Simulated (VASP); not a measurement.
Data:

```
CELL_PARAMETERS angstrom
      0.00000     1.77436     1.77436
      1.77436     0.00000     1.77436
      1.77436     1.77436     0.00000
ATOMIC_POSITIONS crystal
  Cu 0.00000 0.00000 0.00000
```

Method: MS2 meta-GGA, VASP's PBE PAW potentials (set 64) (plane waves; VASP). Settings: 520 eV cut-off, 20×20×20 Γ-centred mesh, tetrahedra with Blöchl corrections, potentials Cu.

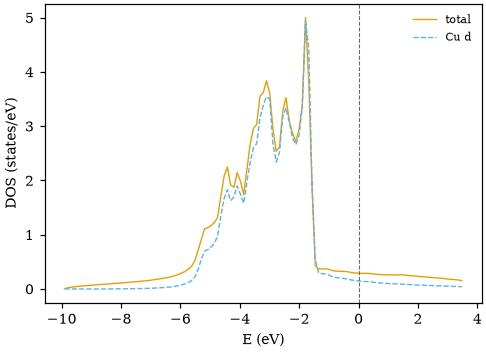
Total and projected density of states, zero at the Fermi level

Within 2 eV below the Fermi level the largest weight inside VASP's projection spheres is Cu d.

It has no gap at this level: it comes out as a metal or semimetal.

The compound is Cu in the fcc structure. It was relaxed first, which changed the volume by -5 %.
